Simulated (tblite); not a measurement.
Saddle-point search, with input and output: C3H2F2N2OS

- system: C3H2F2N2OS, SMILES FC(F)Oc1ncns1
- method: GFN2-xTB saddle search (eigenvector following) and harmonic vibrations, gas phase (tblite 0.8.0)

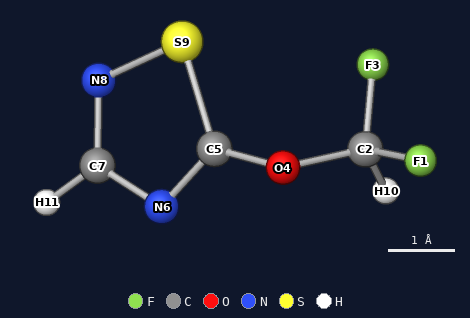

The starting structure (ball-and-stick view, seen at a tilt; atoms are numbered from 1 in the order of the input).

## Input
```
{"job": {"xc": "GFN2-xTB", "basis": "xTB", "kind": "saddle"}, "charge": 0, "multiplicity": 1}
F     -3.193194    -0.136916     0.429611
C     -1.891842    -0.241628     0.682997
F     -1.602489     0.685230     1.624733
O     -1.226471     0.001938    -0.486722
C      0.114463     0.134630    -0.438248
N      0.949428    -0.666944    -1.011778
C      2.198117    -0.197852    -0.838713
N      2.364273     0.900001    -0.160205
S      0.929701     1.485460     0.330739
H     -1.681132    -1.238119     1.114968
H      3.039147    -0.725801    -1.247383
```

The first line tells a small driver script what to run in tblite; the rest is the geometry in Å.

Run on 1 CPU thread, shared host.

Launched with:
```bash
OMP_NUM_THREADS=1 python <driver script> task.json out
```

## Output
```
step      E/eV     max force
  0    -818.04445   0.0366
  1    -818.04754   0.1787
  2    -818.04623   0.0430
  3    -818.04769   0.0381
  4    -818.04856   0.1374
  5    -818.04813   0.0095
  6    -818.04890   0.0189
  7    -818.04938   0.0379
  8    -818.04962   0.0391
  9    -818.04967   0.0041
 10    -818.04968   0.0022
lowest wavenumbers (cm-1): -48.3 39.9 105.2 285.0 303.6 356.8
```

## Trajectory as extended XYZ (Å, eV, eV/Å), 11 frames, from step=0 to step=10
```
11
Properties=species:S:1:pos:R:3:forces:R:3 step=0 energy=-818.04445
F    -3.1932   -0.1369    0.4296   -0.0090  -0.0330  -0.0130
C    -1.8918   -0.2416    0.6830    0.0120   0.0120  -0.0050
F    -1.6025    0.6852    1.6247    0.0070  -0.0010  -0.0040
O    -1.2265    0.0019   -0.4867    0.0010   0.0180   0.0090
C     0.1145    0.1346   -0.4382    0.0020   0.0070  -0.0020
N     0.9494   -0.6669   -1.0118   -0.0020   0.0080  -0.0010
C     2.1981   -0.1979   -0.8387    0.0000   0.0030   0.0030
N     2.3643    0.9000   -0.1602    0.0030  -0.0030  -0.0050
S     0.9297    1.4855    0.3307    0.0000   0.0000   0.0070
H    -1.6811   -1.2381    1.1150   -0.0070   0.0040   0.0130
H     3.0391   -0.7258   -1.2474   -0.0070  -0.0140  -0.0020
11
Properties=species:S:1:pos:R:3:forces:R:3 step=1 energy=-818.04754
F    -3.1930   -0.2362    0.4175    0.1750  -0.0050   0.0360
C    -1.8853   -0.2329    0.6798   -0.0660   0.0150   0.0140
F    -1.6727    0.7275    1.6138   -0.0400  -0.0910  -0.0640
O    -1.2325    0.0578   -0.4858   -0.0210  -0.0140   0.0440
C     0.1118    0.1609   -0.4390    0.0060   0.0070  -0.0060
N     0.9292   -0.6489   -1.0262    0.0100   0.0270   0.0140
C     2.1885   -0.2125   -0.8423   -0.0090   0.0110   0.0090
N     2.3788    0.8685   -0.1423   -0.0170  -0.0280  -0.0150
S     0.9568    1.4771    0.3589    0.0020  -0.0170  -0.0100
H    -1.5982   -1.2073    1.1258   -0.0320   0.0950  -0.0260
H     3.0165   -0.7539   -1.2603   -0.0080   0.0000   0.0030
11
Properties=species:S:1:pos:R:3:forces:R:3 step=2 energy=-818.04623
F    -3.1921   -0.1756    0.4193   -0.0400  -0.0130  -0.0090
C    -1.8908   -0.2374    0.6830    0.0160   0.0020  -0.0020
F    -1.6340    0.7066    1.6168    0.0020   0.0230   0.0100
O    -1.2261    0.0158   -0.4839    0.0050   0.0130  -0.0110
C     0.1154    0.1411   -0.4360    0.0000   0.0010   0.0010
N     0.9439   -0.6587   -1.0210   -0.0060  -0.0010  -0.0030
C     2.1961   -0.2011   -0.8439    0.0020  -0.0020  -0.0010
N     2.3709    0.8869   -0.1520    0.0060   0.0000   0.0040
S     0.9411    1.4759    0.3493    0.0020   0.0000   0.0050
H    -1.6559   -1.2217    1.1286    0.0140  -0.0190   0.0090
H     3.0315   -0.7320   -1.2602   -0.0010  -0.0040  -0.0020
11
Properties=species:S:1:pos:R:3:forces:R:3 step=3 energy=-818.04769
F    -3.1913   -0.2148    0.4201    0.0370  -0.0090   0.0020
C    -1.8866   -0.2361    0.6803   -0.0100   0.0040  -0.0060
F    -1.6576    0.7099    1.6211   -0.0120  -0.0130  -0.0080
O    -1.2312    0.0518   -0.4846   -0.0080  -0.0020   0.0190
C     0.1125    0.1593   -0.4384   -0.0020   0.0040  -0.0030
N     0.9324   -0.6531   -1.0181    0.0010   0.0010  -0.0010
C     2.1900   -0.2106   -0.8397   -0.0050  -0.0050  -0.0010
N     2.3767    0.8776   -0.1509   -0.0030  -0.0010   0.0020
S     0.9529    1.4857    0.3453    0.0040   0.0020   0.0020
H    -1.6177   -1.2168    1.1177    0.0030   0.0230  -0.0070
H     3.0197   -0.7530   -1.2529   -0.0050  -0.0030   0.0000
11
Properties=species:S:1:pos:R:3:forces:R:3 step=4 energy=-818.04856
F    -3.1885   -0.2664    0.4096    0.1320   0.0010   0.0380
C    -1.8841   -0.2290    0.6800   -0.0550   0.0090   0.0290
F    -1.7007    0.7431    1.6080   -0.0330  -0.0780  -0.0580
O    -1.2322    0.0684   -0.4830   -0.0120  -0.0030   0.0120
C     0.1122    0.1658   -0.4378    0.0080   0.0040  -0.0010
N     0.9243   -0.6426   -1.0339    0.0100   0.0270   0.0150
C     2.1861   -0.2156   -0.8463   -0.0030   0.0170   0.0120
N     2.3832    0.8569   -0.1352   -0.0120  -0.0320  -0.0180
S     0.9652    1.4688    0.3732   -0.0030  -0.0200  -0.0110
H    -1.5758   -1.1915    1.1357   -0.0300   0.0730  -0.0180
H     3.0103   -0.7580   -1.2703   -0.0020   0.0010   0.0010
11
Properties=species:S:1:pos:R:3:forces:R:3 step=5 energy=-818.04813
F    -3.1896   -0.2280    0.4152    0.0030  -0.0090   0.0000
C    -1.8867   -0.2329    0.6810    0.0000   0.0030   0.0000
F    -1.6716    0.7251    1.6126   -0.0070   0.0020  -0.0010
O    -1.2301    0.0484   -0.4839   -0.0010   0.0040   0.0000
C     0.1133    0.1566   -0.4375   -0.0010   0.0020   0.0000
N     0.9322   -0.6494   -1.0271   -0.0010   0.0010  -0.0020
C     2.1901   -0.2099   -0.8443   -0.0010  -0.0020  -0.0010
N     2.3780    0.8700   -0.1432    0.0010  -0.0030   0.0020
S     0.9550    1.4737    0.3607    0.0020   0.0000   0.0020
H    -1.6094   -1.2051    1.1305    0.0060   0.0030   0.0000
H     3.0189   -0.7485   -1.2640   -0.0010  -0.0020  -0.0010
11
Properties=species:S:1:pos:R:3:forces:R:3 step=6 energy=-818.04890
F    -3.1866   -0.2590    0.4121    0.0180  -0.0050   0.0030
C    -1.8843   -0.2302    0.6800   -0.0060   0.0020   0.0010
F    -1.6954    0.7347    1.6110   -0.0080  -0.0080  -0.0070
O    -1.2323    0.0679   -0.4832   -0.0030   0.0010   0.0050
C     0.1121    0.1662   -0.4383    0.0000   0.0020  -0.0010
N     0.9252   -0.6439   -1.0304    0.0000   0.0030   0.0010
C     2.1864   -0.2153   -0.8447   -0.0020   0.0000   0.0010
N     2.3822    0.8601   -0.1386   -0.0010  -0.0040   0.0000
S     0.9636    1.4729    0.3668    0.0020  -0.0020   0.0000
H    -1.5822   -1.1945    1.1311    0.0010   0.0120  -0.0020
H     3.0112   -0.7587   -1.2660   -0.0020  -0.0010   0.0000
11
Properties=species:S:1:pos:R:3:forces:R:3 step=7 energy=-818.04938
F    -3.1829   -0.2899    0.4080    0.0370  -0.0010   0.0080
C    -1.8821   -0.2272    0.6793   -0.0140   0.0040   0.0040
F    -1.7205    0.7450    1.6085   -0.0090  -0.0200  -0.0150
O    -1.2338    0.0857   -0.4820   -0.0050  -0.0020   0.0090
C     0.1114    0.1749   -0.4386    0.0010   0.0010  -0.0010
N     0.9186   -0.6383   -1.0344    0.0020   0.0050   0.0020
C     2.1830   -0.2203   -0.8457   -0.0020   0.0020   0.0020
N     2.3865    0.8497   -0.1335   -0.0030  -0.0060  -0.0030
S     0.9722    1.4705    0.3744    0.0010  -0.0030  -0.0020
H    -1.5562   -1.1825    1.1338   -0.0060   0.0200  -0.0050
H     3.0038   -0.7677   -1.2698   -0.0020   0.0000   0.0000
11
Properties=species:S:1:pos:R:3:forces:R:3 step=8 energy=-818.04962
F    -3.1779   -0.3204    0.4031    0.0380   0.0020   0.0090
C    -1.8802   -0.2242    0.6788   -0.0150   0.0050   0.0050
F    -1.7469    0.7547    1.6059   -0.0070  -0.0230  -0.0160
O    -1.2349    0.1026   -0.4800   -0.0050  -0.0030   0.0090
C     0.1109    0.1833   -0.4384    0.0020   0.0000  -0.0010
N     0.9123   -0.6325   -1.0385    0.0020   0.0050   0.0030
C     2.1797   -0.2251   -0.8473   -0.0020   0.0030   0.0020
N     2.3909    0.8394   -0.1289   -0.0040  -0.0050  -0.0030
S     0.9811    1.4678    0.3823    0.0000  -0.0040  -0.0020
H    -1.5315   -1.1693    1.1374   -0.0090   0.0190  -0.0050
H     2.9964   -0.7762   -1.2744   -0.0010   0.0010   0.0000
11
Properties=species:S:1:pos:R:3:forces:R:3 step=9 energy=-818.04967
F    -3.1761   -0.3261    0.4016    0.0040   0.0000   0.0010
C    -1.8800   -0.2236    0.6789   -0.0020   0.0020   0.0010
F    -1.7528    0.7557    1.6055   -0.0010  -0.0030  -0.0020
O    -1.2348    0.1057   -0.4791   -0.0010   0.0000   0.0010
C     0.1111    0.1848   -0.4381    0.0000   0.0000   0.0000
N     0.9113   -0.6314   -1.0391    0.0000   0.0000   0.0000
C     2.1791   -0.2259   -0.8478    0.0000   0.0000   0.0000
N     2.3919    0.8375   -0.1285    0.0000   0.0000   0.0000
S     0.9831    1.4672    0.3836    0.0000  -0.0010   0.0000
H    -1.5277   -1.1662    1.1385   -0.0010   0.0020   0.0000
H     2.9950   -0.7778   -1.2756    0.0000   0.0000   0.0000
11
Properties=species:S:1:pos:R:3:forces:R:3 step=10 energy=-818.04968
F    -3.1752   -0.3309    0.4006    0.0010   0.0000   0.0000
C    -1.8797   -0.2232    0.6789    0.0000   0.0000  -0.0010
F    -1.7573    0.7560    1.6060    0.0000   0.0000   0.0000
O    -1.2350    0.1095   -0.4785    0.0000  -0.0010   0.0020
C     0.1111    0.1866   -0.4379    0.0000   0.0000   0.0000
N     0.9102   -0.6308   -1.0389    0.0000   0.0000   0.0000
C     2.1785   -0.2269   -0.8478    0.0000   0.0000   0.0000
N     2.3928    0.8362   -0.1286    0.0000   0.0010   0.0000
S     0.9849    1.4678    0.3836    0.0000   0.0000   0.0000
H    -1.5240   -1.1647    1.1382    0.0000   0.0010   0.0000
H     2.9937   -0.7797   -1.2757    0.0000   0.0000   0.0000
```

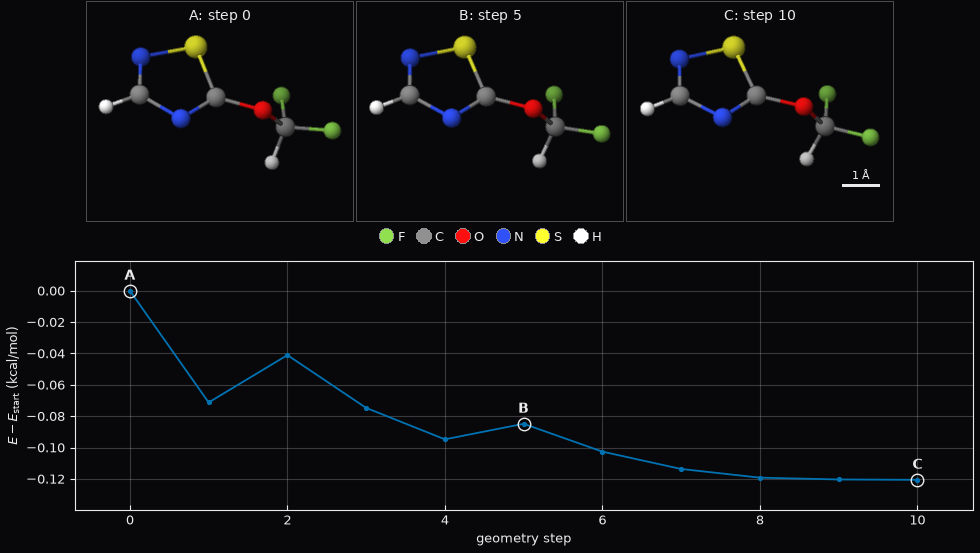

Frames of the saddle-point search (ball-and-stick view, seen at a tilt) above the curves, on which the letters mark them (steps are counted from 0).

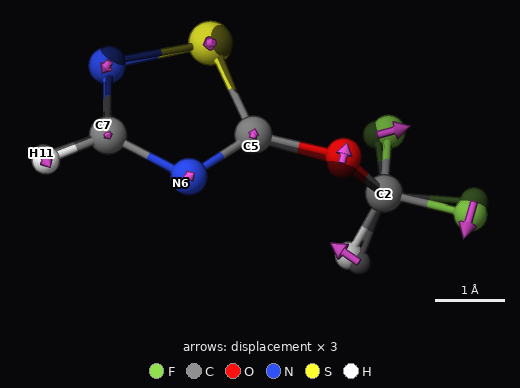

Start (faint) and end (solid) with the displacements as pink arrows, magnified 3 times (ball-and-stick view, seen at a tilt). The two geometries are laid on each other by the best rigid fit. Over 10 geometry steps the energy falls by 0.12 kcal/mol. The largest force component goes from 0.033 to 0.002 eV/Å. F1 moves most after the best rigid fit: 0.20 Å. By element the largest moves are F 0.20 Å, H 0.18 Å, O 0.11 Å, S 0.08 Å, N 0.08 Å, C 0.05 Å. (Atoms are counted from 1 in the order of the input.)

## Results in brief

```csv
quantity,value
outcome,converged
total energy,−818.0497 eV
point group,C1
wall time,1.4 s
peak memory,0.19 GiB
```
